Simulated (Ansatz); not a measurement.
## Fields on a plane of Ga(MoS2)4 (space group F-43m)

```
Ga(MoS2)4
1.0
    0.00000     4.83254     4.83254
    4.83254     0.00000     4.83254
    4.83254     4.83254     0.00000
Ga Mo S
1 4 8
Direct
  0.50000   0.50000   0.50000
  0.30807   0.89731   0.89731
  0.89731   0.89731   0.89731
  0.89731   0.89731   0.30807
  0.89731   0.30807   0.89731
  0.63632   0.09104   0.63632
  0.09104   0.63632   0.63632
  0.63632   0.63632   0.63632
  0.63632   0.63632   0.09104
  0.13474   0.59577   0.13474
  0.59577   0.13474   0.13474
  0.13474   0.13474   0.13474
  0.13474   0.13474   0.59577
```

The slice is a {111} plane (indices of the conventional cell) through the point (0.135, 0.596, 0.135) (fractional), spanned by u = [100] and v = [-1 2 0] in vectors of this cell: u (6.83 Å) and v (11.84 Å, at 90° to u). It covers one period; positions are fractions (u, v).

Atoms on it: S at (0.00, 0.51), 0.2 Å off the plane; S at (0.50, 0.01), 0.2 Å off the plane; S at (0.00, 0.00); S at (0.50, 0.50); S at (0.23, 0.77); S at (0.73, 0.27); S at (0.27, 0.27); S at (0.77, 0.77). Other atoms lie within 1 Å of the plane.

The numbers are results of PBEsol (plane waves to 420 eV, PAW, scalar-relativistic; Ansatz, a quantum-chemistry and plane-wave program), not measurements. k mesh 7×7×7. Near the nuclei the fields are pseudised (PAW); where an atom keeps semicore shells as valence, they peak there. Ga(MoS2)4 is run without spin polarisation. Ga(MoS2)4 was relaxed with its symmetry unable to fall.

```
|@@@#**#%@@@%#**#@@|
|@@%#++*#%@%#*++#%@|
|%##****#####****##|
|***####*###*####**|
|**#%@@%#####%@@%#*|
|*#%@@@@%###%@@@@%#|
|*#@@#@@%%%%%@@#@@#|
|*#@@%@@@%%%@@@%@@#|
|*#%@@@@%%%%%@@@@%#|
|+*#%@@%%@@@%%@@%#*|
|+**#%%%%%@%%%%%#**|
|##**##%%%%%%%##**#|
|%%####%%%@%%%####%|
|@@%###%%@@@%%###%@|
|@@@%##%@@@@@%##%@@|
|@@@%**%@@ @@%**%@@|
|@@%#**#@@@@@#**#%@|
|@%#*++#%@@@%#++*#%|
|###****##%##****##|
|##*####*****####*#|
|###%@@%#***#%@@%##|
|##%@@@@%#*#%@@@@%#|
|%%%@@#@@#*#@@#@@%%|
|%%@@@%@@#*#@@%@@@%|
|%%%@@@@%#*#%@@@@%%|
|@@%%@@%#*+*#%@@%%@|
|@%%%%%#**+**#%%%%%|
|%%%%##**###**##%%%|
|@%%%####%%%####%%%|
|@@%%###%@@@%###%%@|
|@@@%##%@@@@@%##%@@|
| @@%**%@@@@@%**%@@|
```
Scale: ten equal steps from -3.00 (start of ' ') to 0.06 (end of '@'), in the order ' .:-=+*#%@'. Values: log₁₀ of the valence density in e/Å³. The map has 18 points along u (one character each, u = 0 at the left) and 32 along v (v = 0 in the bottom row). The scale is logarithmic, as a density can span decades between atoms and voids; values under 0.001 e/Å³ are set to 0.001.

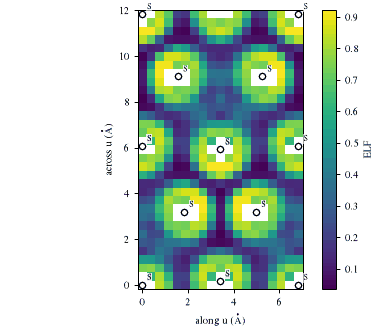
*Electron localisation function (ELF), one period of the plane, atoms marked. Points within 0.5 Å of a nucleus are left white, as the pseudised field means little there.*
